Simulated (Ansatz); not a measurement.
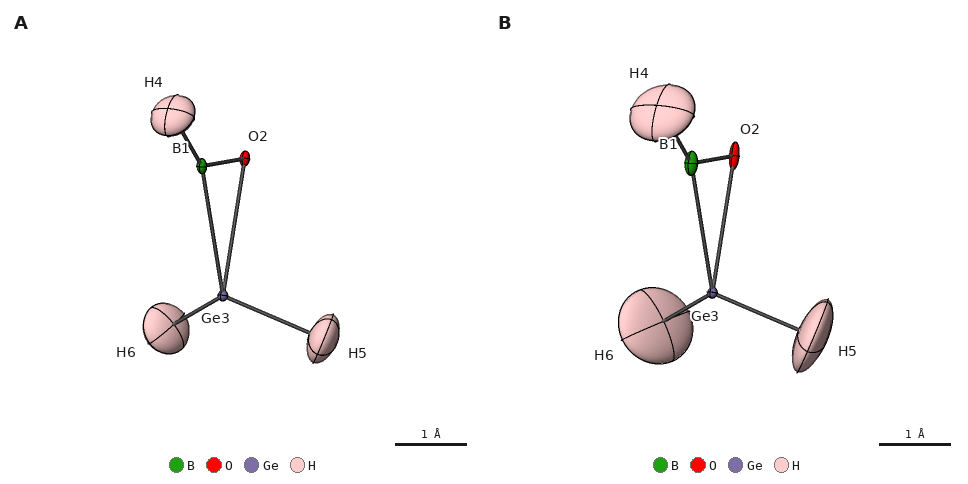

Displacement ellipsoids at the 50 % level, scaled by 1.5, from the internal vibrations of the free molecule (harmonic, no overall translation or rotation; no half-axis is drawn under 0.075 Å). Vibrations computed with RKS PBE0-D4/def2-TZVP (Ansatz 0.2.0). One panel is for 0 K (zero-point motion alone), the other for 900 K.

Which panel is for 900 K?

B.

How much does the mean-square displacement of O2 grow, and why?

U_eq goes from 0.00092 to 0.0028 Å², a factor of 3.1. Modes below kT (626 cm⁻¹ at 900 K) grow about in proportion to T, and the lowest lies at 333 cm⁻¹; the mean-square amplitude of a mode is its zero-point value times coth(ħω/2kT), which comes close to 1 only above about 3kT.
